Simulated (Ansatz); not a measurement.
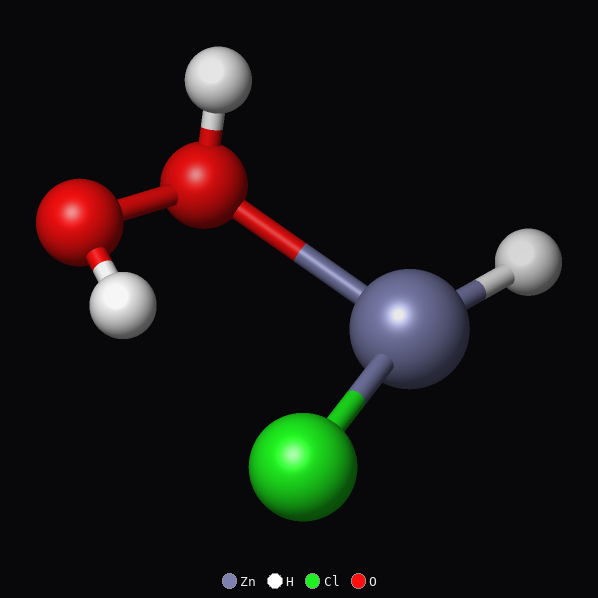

A ball-and-stick model of a molecule. Every bond is drawn as one stick, whatever its order.

**Give the formula.**

ClH3O2Zn, 7 atoms: 1 chlorine, 3 hydrogen, 2 oxygen and 1 zinc.

**How many bonds of each kind are drawn?**

2 O–H, 1 Zn–H, 1 O–Zn, 1 O–O, 1 Cl–Zn. Sticks follow a distance rule.

**Give the symmetry (Schoenflies symbol).**

C1.

**How many sets of symmetry-equivalent atoms are there?**

7: 1 Zn, 1 H, 1 Cl, 1 H, 1 O, 1 O, 1 H.

More results for the same structure follow; atom numbers are the same in all pictures, views and colours differ. The computed structure is the end point of a PBE0-D4/def2-TZVP optimisation.

**Geometry**

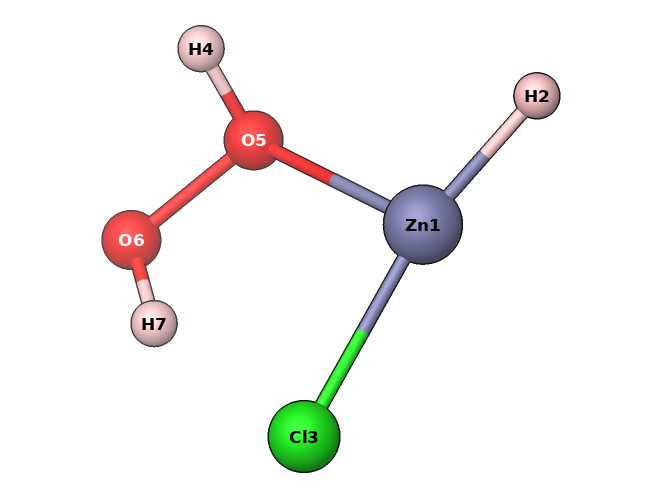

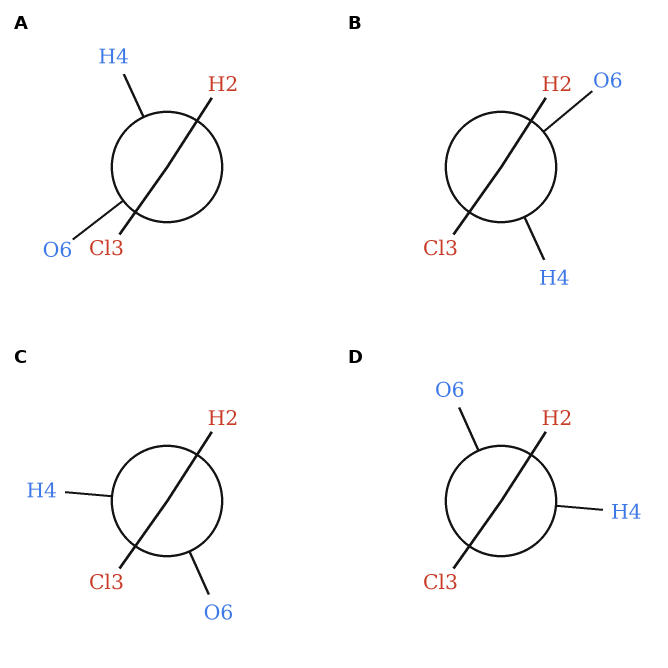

Atoms fade into the background with distance from the viewer. Bonds that would overlap in a projection are set slightly apart.

**Which Newman projection shows the view along Zn1–O5, with Zn1 in front?**

A. The torsion angle Cl3–Zn1–O5–O6 is 1°, synperiplanar (eclipsed).

**Thermal motion**

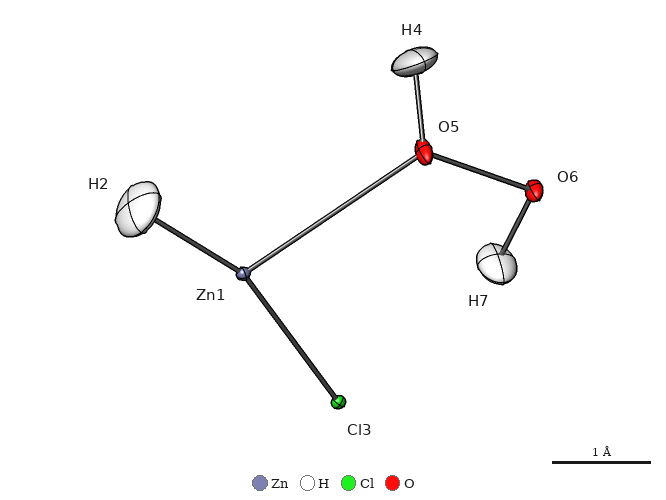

Displacement ellipsoids at the 50 % level, from the internal vibrations of the free molecule (harmonic, no overall translation or rotation; no half-axis is drawn under 0.075 Å). Vibrations computed with RKS PBE0-D4/def2-TZVP (Ansatz 0.2.0). Temperature: 100 K.

Give the displacement parameters, one line for each set of equivalent atoms.

| atom | U_eq (Å²) | rms amplitudes (Å) |
| --- | --- | --- |
| Zn1 | 0.00058 | 0.018, 0.023, 0.030 |
| H2 | 0.0300 | 0.095, 0.192, 0.210 |
| Cl3 | 0.0012 | 0.029, 0.031, 0.043 |
| H4 | 0.0406 | 0.085, 0.156, 0.300 |
| O5 | 0.0068 | 0.044, 0.064, 0.120 |
| O6 | 0.0054 | 0.042, 0.065, 0.101 |
| H7 | 0.0207 | 0.085, 0.130, 0.195 |

**Charges**

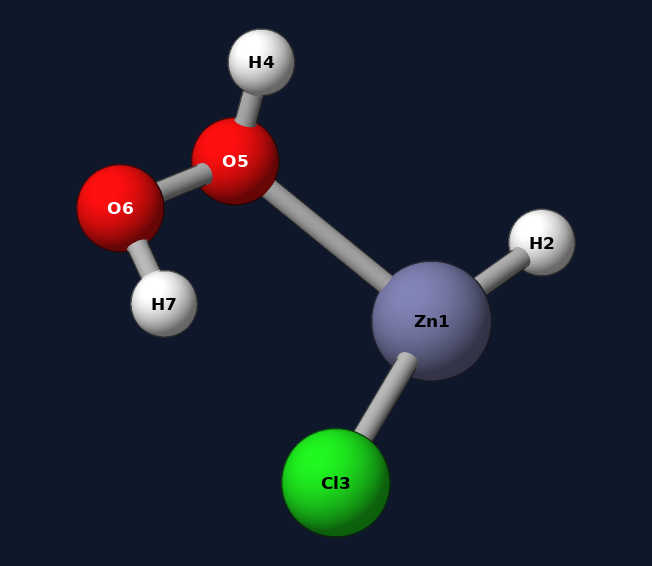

The questions are on Mulliken charges. Method: RKS PBE0-D4/def2-TZVP (Ansatz 0.2.0).

List the Mulliken charges.

```tsv
atom	value (e)
Zn1	0.38
H2	−0.04
Cl3	−0.42
H4	0.36
O5	−0.32
O6	−0.29
H7	0.33
```

**Vibrations**

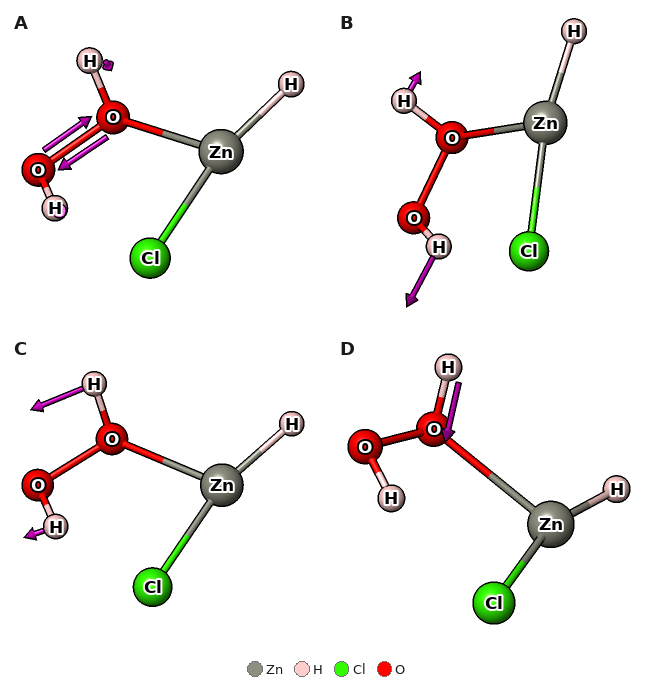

4 normal modes of one molecule or complex, as arrows. Harmonic vibrations computed with RKS PBE0-D4/def2-TZVP (Ansatz 0.2.0) at a stationary point of the same level.

**Match the panels to the wavenumbers 1005 cm⁻¹, 1331 cm⁻¹, 1546 cm⁻¹, 3800 cm⁻¹.**

A: 1005 cm⁻¹, O–O stretching
B: 1546 cm⁻¹, H–O–O bending
C: 1331 cm⁻¹, H–O–O bending
D: 3800 cm⁻¹, O–H stretching

**Dipole moment**

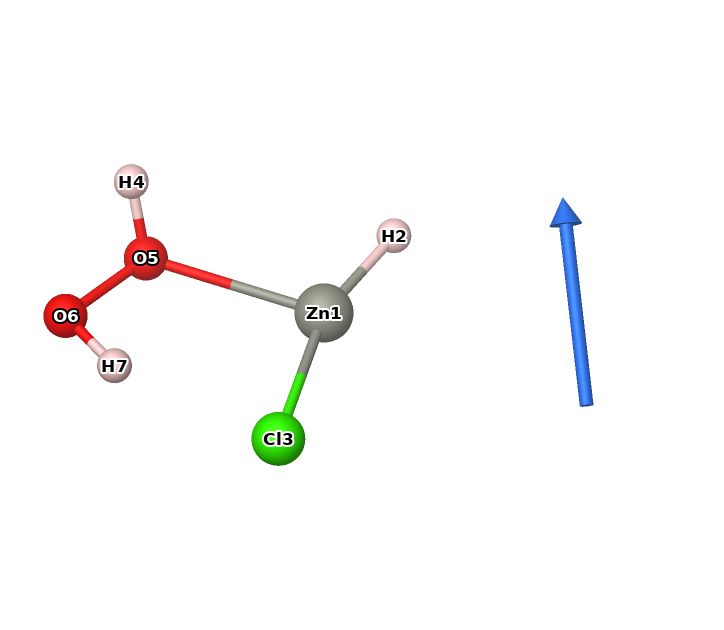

The arrow beside the molecule shows the direction of the dipole moment, from the negative to the positive end (its length means nothing). Level of theory: RKS PBE0-D4/def2-TZVP (Ansatz 0.2.0).

**How large is the dipole moment?**

2.34 D; it points from the side of Cl3 to the side of H4 (the outermost atoms at the two ends).

Mulliken values depend strongly on the basis set and can even reverse the polarity of a bond.
